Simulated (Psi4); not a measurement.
# CH6GaN (SMILES [CH3][GaH][NH2]): B3LYP/6-31G(d) (Cartesian functions)

Aim: the vertical ionisation energy of CH6GaN at B3LYP/6-31G* (Cartesian functions), from 2 runs. 

The calculation is run with Psi4 1.11.

1 further run of the same task is left out (set aside as unsound or not needed).

**1. The system as given**

The species is CH6GaN (9 atoms), meant as a singlet with charge 0. SMILES: `[CH3][GaH][NH2]`. The shape is that of a PBE0-D4/def2-TZVP optimisation.

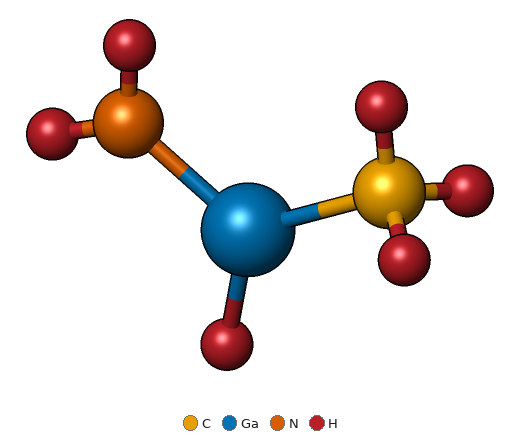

The structure, seen from a chosen angle (carbon amber, gallium blue, nitrogen orange, hydrogen red).

**2. Energy and forces at B3LYP/6-31G(d) (Cartesian functions)**

job.json reads:

```json
{
  "schema_name": "qcschema_input",
  "schema_version": 1,
  "molecule": {
    "schema_name": "qcschema_molecule",
    "schema_version": 2,
    "symbols": ["C", "Ga", "N", "H", "H", "H", "H", "H", "H"],
    "geometry": [-0.52742256, 1.78522427, -2.12556394, 0.97018539, -1.00514533, -0.19728741, -0.12887932, -1.52614282, 3.01751468, -1.42863295, 1.07393136, -3.84200218, 0.93239087, 3.1222055, -2.71289082, -1.93942592, 2.80340871, -1.02064108, 3.0573879, -2.87484035, -1.15027629, 0.52250927, -2.90375316, 4.1530511, -1.45811268, -0.47488818, 3.87809595],
    "molecular_charge": 0,
    "molecular_multiplicity": 1,
    "fix_symmetry": "c1",
    "fix_com": true,
    "fix_orientation": true
  },
  "driver": "gradient",
  "model": {
    "method": "b3lyp",
    "basis": "6-31G*"
  },
  "keywords": {
    "puream": false,
    "e_convergence": 1e-09,
    "d_convergence": 1e-08,
    "scf_type": "pk",
    "dft_radial_points": 99,
    "dft_spherical_points": 590
  }
}
```

Command:

```sh
psi4 --qcschema job.json -n 1 --memory 2200MB
```

stdout, shortened:

```text
[...]
  Running in c1 symmetry.
[...]
  Nuclear repulsion =  188.630644604394490
[...]
  Multiplicity = 1
[...]
  Nalpha       = 25
  Nbeta        = 25
[...]
    Number of basis functions: 77
[...]
   @RKS iter   1: -2018.82224502073132   -1.38526e+00   4.21029e-02 DIIS/ADIIS
[...]
   @RKS iter  13: -2021.10910085710111   -3.86535e-12   2.44337e-09 DIIS
[...]
    Orbital Energies [Eh]
    ---------------------
    Doubly Occupied:
       1A   -372.540052     2A    -45.925119     3A    -40.682720
       4A    -40.678899     5A    -40.678408     6A    -14.307484
       7A    -10.163455     8A     -5.491975     9A     -3.779605
      10A     -3.771002    11A     -3.769770    12A     -0.842915
      13A     -0.811614    14A     -0.808302    15A     -0.807342
      16A     -0.806296    17A     -0.783897    18A     -0.672611
      19A     -0.471572    20A     -0.445188    21A     -0.393580
      22A     -0.390200    23A     -0.323539    24A     -0.278506
      25A     -0.244974
[...]
  @RKS Final Energy: -2021.10910085710111
   => Energetics <=
    Nuclear Repulsion Energy =            188.6306446043944902
    One-Electron Energy =               -3188.8027952259953963
    Two-Electron Energy =                1051.2670843090195376
    DFT Exchange-Correlation Energy =     -72.2040345445198710
    Empirical Dispersion Energy =           0.0000000000000000
    VV10 Nonlocal Energy =                  0.0000000000000000
    Total Energy =                      -2021.1091008571011116
[...]
 Multipole Moments:
 ------------------------------------------------------------------------------------
     Multipole            Electronic (a.u.)      Nuclear  (a.u.)        Total (a.u.)
 ------------------------------------------------------------------------------------
 L = 1.  Multiply by 2.5417464519 to convert [e a0] to [Debye]
 Dipole X            :        -25.9489029           25.6951730           -0.2537300
 Dipole Y            :         30.5222242          -30.3850955            0.1371287
 Dipole Z            :         -1.2792576            1.5586461            0.2793885
 Magnitude           :                                                    0.4015484
[...]
  -Total Gradient:
     Atom            X                  Y                   Z
    ------   -----------------  -----------------  -----------------
       1        0.000748178767    -0.001581163071     0.001451354302
       2       -0.001683541661     0.000493221665     0.002575256251
       3       -0.000347227717     0.000394185612     0.000006232279
       4        0.001032810493     0.000920044907     0.001490944581
       5       -0.001572404306    -0.001339194028     0.000270133049
       6        0.001480249819    -0.001203374961    -0.000920557861
       7       -0.001393426339     0.001420460460     0.000333496404
       8       -0.002020606810     0.004001168376    -0.003023192403
       9        0.003763123252    -0.003115194690    -0.002180745720
[...]
```

Run time: 26 s. Hardware: 1 thread of Intel Xeon Platinum 8259CL at 2.50GHz (Skylake/Cascade Lake), shared host; peak memory 1.2 GiB.

**3. The doublet cation: the energy at UB3LYP/6-31G(d) (Cartesian functions)**

job.py reads:

```python
import psi4

psi4.set_memory('2200 MB')
psi4.set_num_threads(1)
psi4.set_output_file('psi4.out', False)

mol = psi4.geometry("""
1 2
C     -0.52742256     1.78522427    -2.12556394
Ga     0.97018539    -1.00514533    -0.19728741
N     -0.12887932    -1.52614282     3.01751468
H     -1.42863295     1.07393136    -3.84200218
H      0.93239087     3.12220550    -2.71289082
H     -1.93942592     2.80340871    -1.02064108
H      3.05738790    -2.87484035    -1.15027629
H      0.52250927    -2.90375316     4.15305110
H     -1.45811268    -0.47488818     3.87809595
units bohr
symmetry c1
""")

options = {'basis': '6-31G*', 'reference': 'uks', 'puream': False, 'e_convergence': 1e-09, 'd_convergence': 1e-08, 'scf_type': 'pk', 'dft_radial_points': 99, 'dft_spherical_points': 590, 'maxiter': 100}
psi4.set_options(options)

E, wfn = psi4.energy('b3lyp', return_wfn=True)
psi4.oeprop(wfn, 'LOWDIN_CHARGES', 'WIBERG_LOWDIN_INDICES', 'MAYER_INDICES', title='B3LYP')
print(f'total energy {E:.8f} hartree = {E * 27.211386:.5f} eV')
for k, v in sorted(psi4.core.scalar_variables().items()):
    print(f'{k:45s} {v:18.10f}')
```

Command:

```sh
python job.py
```

psi4.out, shortened:

```text
[...]
  Running in c1 symmetry.
[...]
  Nuclear repulsion =  188.630644604394490
[...]
  Multiplicity = 2
[...]
  Nalpha       = 25
  Nbeta        = 24
[...]
    Number of basis functions: 77
[...]
   @UKS iter   1: -2018.63710266673479   -1.20012e+00   4.15226e-02 DIIS/ADIIS
[...]
   @UKS iter  18: -2020.76447723925594   -1.13687e-12   3.60223e-09 DIIS
[...]
   @S^2 Observed:                7.531505344E-01
[...]
    Orbital Energies [Eh]
    ---------------------
    Alpha Occupied:
       1A   -372.781363     2A    -46.166742     3A    -40.924553
       4A    -40.920863     5A    -40.919249     6A    -14.693885
       7A    -10.345724     8A     -5.733782     9A     -4.021785
      10A     -4.015013    11A     -4.008243    12A     -1.198018
      13A     -1.053762    14A     -1.053599    15A     -1.046879
      16A     -1.046284    17A     -1.045287    18A     -0.854201
      19A     -0.810449    20A     -0.750765    21A     -0.653099
      22A     -0.576461    23A     -0.563486    24A     -0.553770
      25A     -0.475693
    Alpha Virtual:
[...]
  @UKS Final Energy: -2020.76447723925594
   => Energetics <=
    Nuclear Repulsion Energy =            188.6306446043944902
    One-Electron Energy =               -3176.3648333664505117
    Two-Electron Energy =                1038.9344178996882420
    DFT Exchange-Correlation Energy =     -71.9647063768881452
    Empirical Dispersion Energy =           0.0000000000000000
    VV10 Nonlocal Energy =                  0.0000000000000000
    Total Energy =                      -2020.7644772392559389
[...]
 Multipole Moments:
 ------------------------------------------------------------------------------------
     Multipole            Electronic (a.u.)      Nuclear  (a.u.)        Total (a.u.)
 ------------------------------------------------------------------------------------
 L = 1.  Multiply by 2.5417464519 to convert [e a0] to [Debye]
 Dipole X            :          2.5725815           -3.2328397           -0.6602582
 Dipole Y            :         -3.8412839            3.5222632           -0.3190207
 Dipole Z            :          1.5970919            0.3457456            1.9428374
 Magnitude           :                                                    2.0766156
[...]
```

On the terminal:

```text
total energy -2020.76447724 hartree = -54987.80221 eV
CURRENT ENERGY                                  -2020.7644772393
CURRENT REFERENCE ENERGY                        -2020.7644772393
DD SOLVATION ENERGY                                 0.0000000000
DFT FUNCTIONAL TOTAL ENERGY                     -2020.7644772393
DFT TOTAL ENERGY                                -2020.7644772393
DFT VV10 ENERGY                                     0.0000000000
DFT XC ENERGY                                     -71.9647063769
GRID ELECTRONS ALPHA                               24.9999999354
GRID ELECTRONS BETA                                23.9999999304
GRID ELECTRONS TOTAL                               48.9999998658
NUCLEAR REPULSION ENERGY                          188.6306446044
ONE-ELECTRON ENERGY                             -3176.3648333665
PCM POLARIZATION ENERGY                             0.0000000000
PE ENERGY                                           0.0000000000
SCF ITERATION ENERGY                            -2020.7644772393
SCF ITERATIONS                                     18.0000000000
SCF TOTAL ENERGY                                -2020.7644772393
TWO-ELECTRON ENERGY                              1038.9344178997
XC GRID RADIAL POINTS                              99.0000000000
XC GRID SPHERICAL POINTS                          590.0000000000
XC GRID TOTAL POINTS                           501245.0000000000
```

Run time: 40 s. Hardware: 1 thread of Intel Xeon Platinum 8259CL at 2.50GHz (Skylake/Cascade Lake), shared host; peak memory 1.2 GiB.

**4. What came out**

At B3LYP/6-31G* (Cartesian functions):

| quantity | value |
| --- | --- |
| singlet CH6GaN: total energy | -2021.10910 Eh |
| singlet CH6GaN: dipole moment | 1.02 D |
| singlet CH6GaN: HOMO energy | -6.67 eV |
| singlet CH6GaN: LUMO energy | -0.35 eV |
| singlet CH6GaN: HOMO–LUMO gap | 6.31 eV |
| singlet CH6GaN: largest force on an atom | 0.278 eV/Å |
| doublet cation: total energy | -2020.76448 Eh |
| doublet cation: HOMO energy (highest over α and β) | -12.94 eV |
| doublet cation: LUMO energy (lowest over α and β) | -12.17 eV |
| doublet cation: ⟨S²⟩ | 0.753 |
| vertical ionisation energy (to the doublet cation) | 9.378 eV |

What this shows: The vertical ionisation energy comes to 9.38 eV (905 kJ/mol). The largest force (singlet CH6GaN) is 0.28 eV/Å: the shape isn't a stationary point for this species at this level. The negative HOMO energy of the first species, 6.67 eV, lies 2.71 eV below that difference.
